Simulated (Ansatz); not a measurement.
# A hypothetical structure for Be3N, part 2 of 2

Starting from a made-up structure for Be3N, the aim is the relaxed cell, its shortest contacts and, where a second run follows, its electronic structure.

Ansatz 0.2.0; DFT, PBEsol, plane-wave PAW, files of the set soft_1, scalar-relativistic, no spin, cell and ions relaxed at zero pressure; PAW set soft_1 (the session's first sound run).

So far: Starting point; Relaxation of the guess. The relaxed cell has a = 4.213, c = 11.832 Å (conventional setting).

**3. Electronic structure of the relaxed cell**

With the geometry fixed, one more self-consistent run, with a narrower smearing and the mesh shown in its input, gives the bands, and its pressure, and its forces where symmetry allows any, show how far the geometry depends on these settings.

This step: DFT, PBEsol, plane-wave PAW, files of the set soft_1, scalar-relativistic, no spin, bands and density of states at the relaxed cell; PAW set soft_1 (Ansatz 0.2.0).

Input file input.yaml:

```yaml
crystal:
  lattice:
    - [2.1065247297, 1.2162026199, 3.9438379536]
    - [-2.1065247297, 1.2162026199, 3.9438379536]
    - [0.0, -2.4324052393, 3.9438379538]
  atoms:
    - { symbol: "N", position: [0.5, 0.5, 0.5] }
    - { symbol: "N", position: [0.0, 0.0, 0.0] }
    - { symbol: Be, position: [0.07568914, 0.75, 0.42431086] }
    - { symbol: Be, position: [0.75, 0.42431086, 0.07568914] }
    - { symbol: Be, position: [0.42431086, 0.07568914, 0.75] }
    - { symbol: Be, position: [0.92431086, 0.25, 0.57568914] }
    - { symbol: Be, position: [0.25, 0.57568914, 0.92431086] }
    - { symbol: Be, position: [0.57568914, 0.92431086, 0.25] }
kpoints:
  mp_grid: { grid: [10, 10, 10] }
  band_path:
    path:
      - [[0.0, 0.0, 0.0], [0.5, 0.0, 0.0], [0.5, 0.23006568, -0.23006568]]
      - [[0.76993432, 0.5, 0.23006568], [0.5, 0.5, 0.5], [0.0, 0.0, 0.0], [0.36503284, 0.0, -0.36503284]]
      - [[0.63496716, 0.36503284, 0.0], [0.5, 0.5, 0.0], [0.63496716, 0.63496716, 0.23006568], [0.5, 0.5, 0.5]]
      - [[0.5, 0.0, 0.0], [0.76993432, 0.36503284, 0.36503284]]
    npoints: 8
scf:
  occupations: { method: fermi_dirac, width: 0.03 }
  n_extra_bands: 12
hamiltonian:
  xc: pbesol
  pseudopotentials: { kind: paw, azcp: { folder: soft_1 }, xc_functional: pbe }
output:
  forces: true
  stress: true
  write_bands: true
  dos: { projected: true }
  write_density: true
  write_potential: true
  elf: true
  volumetric_format: npy
```

Run with:

```console
$ ansatz run input.yaml --threads 4 --pin off --max-ram 10240MiB --backend cpu --events-out ev --progress --plain --runs-dir out
```

Numbers of over 12 decimals in the logs are rounded to 6 here.

What it wrote:

```text
[...]
Crystal: 8 atoms, lattice volume = 60.624 Å³
Basis set: ecut = 420 eV, 1177 PW (Γ), exchange–correlation on 64×64×64 points (8 copies of the dense FFT grid, shifted against one another)
Bands: 23, of which v1, the nominal top of the filled ones, is band 11 counted from 1 (10 counted from 0)
Symmetry: 12 space group operations
[...]
k-points: 116 of 1000
[...]
SCF iter   1: F=—  HF=-1301.016369 eV  |F-HF|=—  |Δ(HF+E_count)|=         —  Δρ=5.55e-2  dr2=2.20e0  ethr=3.10e-3  ⟨swp⟩=6.5  Hψ=13703  notcnv=0  defer=9
[...]
SCF iter   7: F=-1300.428426 eV  HF=-1300.428426 eV  |F-HF|=2.86e-10  |Δ(HF+E_count)|=   2.34e-8  Δρ=2.36e-6  dr2=2.23e-9  ethr=4.55e-10  ⟨swp⟩=11.7  Hψ=14794  notcnv=0
SCF 1 converged in 7 iterations: F = -1300.428426 eV  dr2 = 2.23e-9
[...]
NSCF: frozen V_eff on 76 k-points
SCF converged after 7 iterations
Free energy (F): -1300.428426 eV
[...]
Internal energy: -1300.420445 eV  (E = F + TS)
E sigma→0 (E₀):  -1300.424435 eV
Entropy (-TS):   -0.007981 eV (-0.998 meV/atom)
Fermi energy:    9.400176 eV
[...]
--- Forces (eV/Å), atoms counted from 1 ---
  atom   1  N      0.00000000     0.00000000    -0.00000000
  atom   2  N     -0.00000000    -0.00000000    -0.00000000
  atom   3  Be    -0.00437413    -0.00757622     0.00000000
  atom   4  Be    -0.00437413     0.00757622    -0.00000000
  atom   5  Be     0.00874826    -0.00000000     0.00000000
  atom   6  Be     0.00437413     0.00757622    -0.00000000
  atom   7  Be     0.00437413    -0.00757622     0.00000000
  atom   8  Be    -0.00874826     0.00000000    -0.00000000
  max |Σ_I F_I| component: 2.78e-17 eV/Å
--- Stress (GPa, compression-positive) ---
       -0.181529       0.000000      -0.000000
        0.000000      -0.181529       0.000000
       -0.000000       0.000000       0.429822
  P = ⅓ Tr σ = 0.0223 GPa (0.223 kbar)
--- Band table (eV; the first three rows and the last of 116) ---
  k-point 0: bands = [... 7 lower, 3.6321, 4.1261, 5.2998, 7.3853, 7.3853, 7.9208, 12.7072, 12.7072, ... 8 higher]
  k-point 1: bands = [... 7 lower, 3.4260, 4.8137, 5.5597, 6.8619, 7.6454, 8.8785, 12.6403, 12.9093, ... 8 higher]
  k-point 2: bands = [... 7 lower, 2.9772, 5.7368, 6.2166, 6.6114, 8.3109, 10.2862, 12.3861, 13.4476, ... 8 higher]
  k-point 115: bands = [... 7 lower, 2.0819, 6.2334, 6.2334, 10.5309, 10.5309, 10.5309, 10.5309, 12.8268, ... 8 higher]
```

Elapsed: 3.5 s, on 4 threads of AMD EPYC 7B13 (Zen 3), shared host; peak memory 0.5 GiB.

Reading the cycles: dr2 is the Hartree energy of the density residual (eV), the measure of convergence; HF is the Harris–Foulkes estimate of the energy, which meets the free energy F at convergence.

This step gave:

```yaml
free_energy: -1300.4284 eV
energy_at_zero_smearing: -1300.4244 eV
smearing_term_ts: 0.007981 eV
fermi_energy: 9.400 eV
pressure: 0.02225 GPa
```

bands.tsv at the labelled points (eV, zero at the Fermi level; the bands that come nearest the Fermi level along the path):

| point | band 8 | band 9 | band 10 | band 11 | band 12 | band 13 | band 14 | band 15 |
| --- | --- | --- | --- | --- | --- | --- | --- | --- |
| Γ | -5.77 | -5.27 | -4.10 | -2.01 | -2.01 | -1.48 | 3.31 | 3.31 |
| L | -7.21 | -2.37 | -2.37 | 0.02 | 0.02 | 2.44 | 2.44 | 4.44 |
| B1 | -5.77 | -2.93 | -2.93 | 0.64 | 0.64 | 2.21 | 2.21 | 4.90 |
| B | -5.77 | -2.93 | -2.93 | 0.64 | 0.64 | 2.21 | 2.21 | 4.90 |
| Z | -7.32 | -3.17 | -3.17 | 1.13 | 1.13 | 1.13 | 1.13 | 3.43 |
| Γ | -5.77 | -5.27 | -4.10 | -2.01 | -2.01 | -1.48 | 3.31 | 3.31 |
| X | -5.69 | -3.36 | -2.05 | 0.14 | 1.21 | 1.89 | 2.31 | 3.94 |
| Q | -5.69 | -3.36 | -2.05 | 0.14 | 1.21 | 1.89 | 2.31 | 3.94 |
| F | -5.54 | -5.27 | -1.19 | -0.97 | 1.63 | 2.89 | 3.44 | 3.98 |
| P1 | -5.80 | -4.24 | -1.81 | -0.25 | 0.54 | 2.16 | 3.40 | 5.06 |
| Z | -7.32 | -3.17 | -3.17 | 1.13 | 1.13 | 1.13 | 1.13 | 3.43 |
| L | -7.21 | -2.37 | -2.37 | 0.02 | 0.02 | 2.44 | 2.44 | 4.44 |
| P | -5.80 | -4.24 | -1.81 | -0.25 | 0.54 | 2.16 | 3.40 | 5.06 |

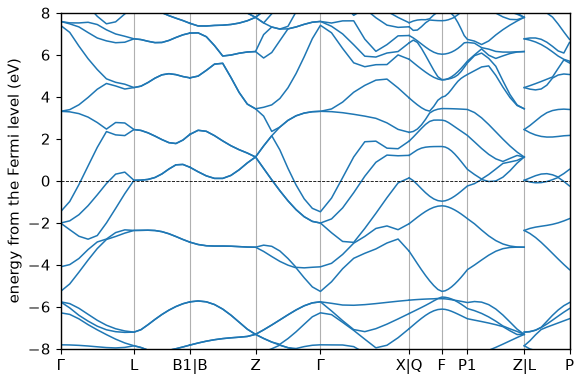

Bands along the path. 3 bands lie wholly below the window drawn.

States per cell as run, both spins, in windows of 1 eV, from dos.tsv (zero at the Fermi level):

```csv
from,to,total
-8,-7,2.20
-7,-6,3.03
-6,-5,1.38
-5,-4,0.52
-4,-3,1.55
-3,-2,1.88
-2,-1,0.59
-1,0,1.48
0,1,1.90
1,2,1.12
2,3,2.63
3,4,0.84
4,5,1.61
5,6,2.42
```

A further 9.4 states lie below the table's range.

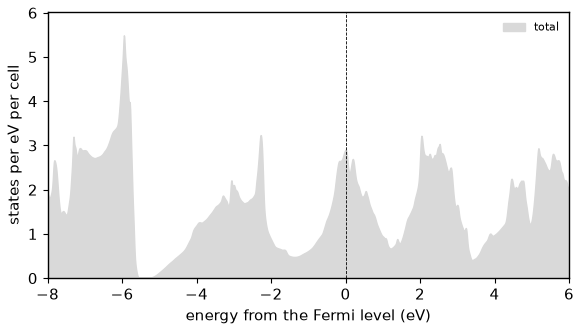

Total density of states, smoothed over about 0.04 eV.

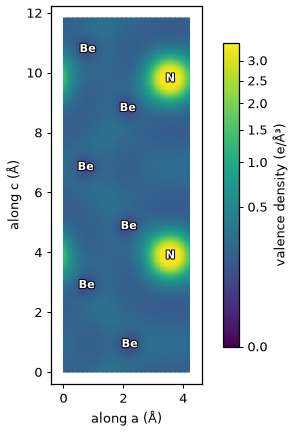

Valence density in the ac plane of the conventional cell at fractional y = 0.000, with atoms of N and Be within 0.2 Å of it. It is the smooth field of the valence electrons, not physical close to the nuclei. The map starts off the cell's origin, so that atoms lie inside it. The colour scale is stretched toward low values.

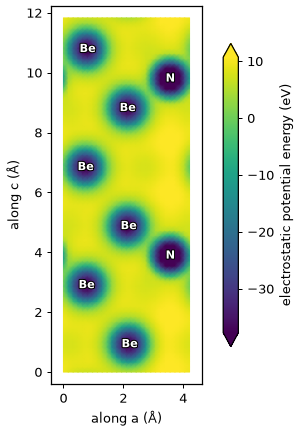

Electrostatic potential energy in the ac plane of the conventional cell at fractional y = 0.000, with atoms of N and Be within 0.2 Å of it. With pseudopotentials it is smooth inside the atoms' cores, unlike the true potential. The map starts off the cell's origin, so that atoms lie inside it.

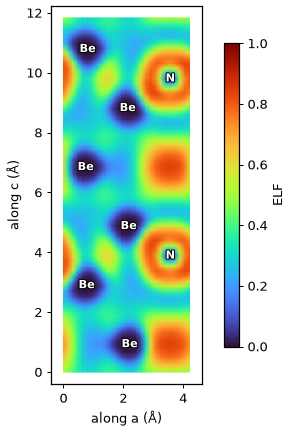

ELF in the ac plane of the conventional cell at fractional y = 0.000, with atoms of N and Be within 0.2 Å of it. It is the smooth field of the valence electrons, not physical close to the nuclei. The map starts off the cell's origin, so that atoms lie inside it.

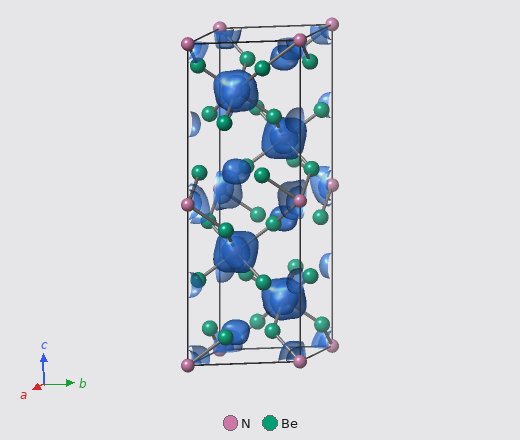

Surface of ELF = 0.76.

**4. What came out**

```yaml
space_group_relaxed: R-3c
conventional_cell: a = 4.213, b = 4.213, c = 11.832 Å; α = 90.0°, β = 90.0°, γ = 120.0°
volume_per_atom: 7.58 Å³ (guess 8.46)
```

In words: Be3N relaxes to R-3c with a = 4.213, b = 4.213 and c = 11.832 Å. The guessed volume was 12 % too large. The space group R-3c was held in the relaxation, so the end point is a stationary structure within it and may be a saddle against distortions or other arrangements. Bands cross the Fermi level, so it is a metal or semimetal at this level. On the 10×10×10 mesh with the narrower smearing (relaxed on 7×7×7) the largest force component is 0.009 eV/Å and the largest stress component is 0.430 GPa, against the relaxation's thresholds of 0.015 eV/Å and 0.05 GPa. The cutoff wasn't tested. No dispersion term is used, so weakly bound directions may come out too long. Nothing here tests whether the compound is stable against decomposition.

[Logs are printed without paths, hosts, clocks, repeated set-up lines and the standing remarks that a program may print on its own settings, such as how far it seeks lower states.]

[Hosts, paths, dates, database ids (printed as entryN), source tags and the programs' standing remarks are cut or masked in the printed files.]
